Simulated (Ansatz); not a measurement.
# Static equation of state of glassy nearly rigid carbon, from a frame at 5000 K, (123 atoms)

Density of this cell: 1.97 g/cm³. The cell holds 123 atoms: 123 C. Cell: a = 10.587 Å, b = 10.761 Å, c = 10.928 Å, α = 89.7°, β = 89.5°, γ = 87.1°. The starting structure: 123 atoms (123 C) placed at random at 1.8 g/cm³, melted at 6000 K for 10 ps at fixed volume with the LCBOP (Los and Fasolino, Phys. Rev. B 68, 024107 (2003)). Snapshot at the end of a hold of 5 ps at 5000 K and fixed volume.

Calculated with Ansatz 0.2.0: Kohn-Sham DFT, RPBE, PAW (set soft_2), plane waves; cutoff 420 eV, Γ point, gaussian smearing of 0.05 eV. Cell and atoms were relaxed first, to V0 = 10.110 Å³ an atom at a residual P0 = 0.010 GPa. The cell was then scaled evenly, and the atoms were relaxed at each volume.

| volume (Å³/atom) | pressure (GPa) |
| --- | --- |
| 9.0986 | 14.30 |
| 9.5030 | ? |
| 9.8063 | 4.325 |
| 10.413 | -4.381 |
| 10.716 | -8.404 |

Task: Fit the third-order Birch–Murnaghan equation to the rows given and interpolate to the withheld row.

**Working.**

Take the Eulerian strain f = ½[(V0/V)^(2/3) − 1] and the normalised pressure F = (P − P0) / [3f(1 + 2f)^(5/2)]. The third-order Birch–Murnaghan equation is then the line F = B0 + (3/2)B0(B′ − 4) f, so u = f and v = F.

```
      u = f  v = F (GPa)
  0.0363830      109.862
  0.0102564      133.310
-0.00975659      157.563
 -0.0190506      162.228
```

With n = 4: mean u = 0.00445805, mean v = 140.741, Σ(u − ū)² = 0.0018075, Σ(u − ū)(v − v̄) = -1.7732. Slope b = -1.7732 / 0.0018075 = -980.98; intercept a = v̄ − b ū = 145.11.

So B0 = a = 145 GPa and B′ = 4 + 2b/(3a) = -0.507. At the withheld volume f = 0.02106, F = a + b f = 124.5 GPa, and P = P0 + 3f(1 + 2f)^(5/2) F.

Prediction at 9.5030: 8.726 GPa. The run gave 9.266 GPa, so the fit is low by 0.54 GPa (5.8 % of the value).

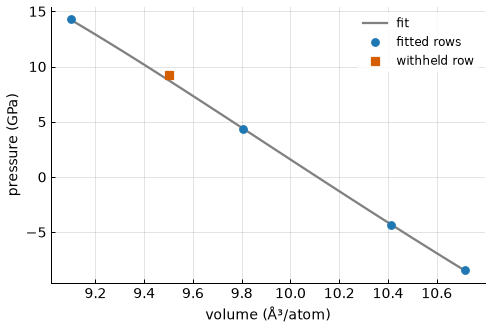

The fit, the rows that it rests on and the withheld row.

The series isn't one smooth equation of state: even a line fitted to all rows, the withheld one included, misses F by up to 4.2 %, the count of bonds changes along the series and an atom moves over 0.5 Å in some relaxation. B0 and B′ are then only the numbers of this fit, not moduli of the material. Among the rows given, the largest miss of the fit is at 10.716, by 0.082 GPa (0.36 % of the range of the table).

Limits: Static cells at zero temperature; the cell shape is held. The program notes that the SCF threshold of these relaxations is loose for the stress. The network of bonds at the start is that of the classical potential that made the cell, and needn't be the one that DFT or experiment would give. Only the Γ point is sampled, in a cell whose shortest periodic width is 11 Å, which is coarse for a cell with partly filled levels.

[Logs are printed without paths, hosts, clocks, repeated set-up lines and the standing remarks that a program may print on its own settings, such as how far it seeks lower states.]

[Hosts, paths, dates, database ids (printed as entryN), source tags and the programs' standing remarks are cut or masked in the printed files.]
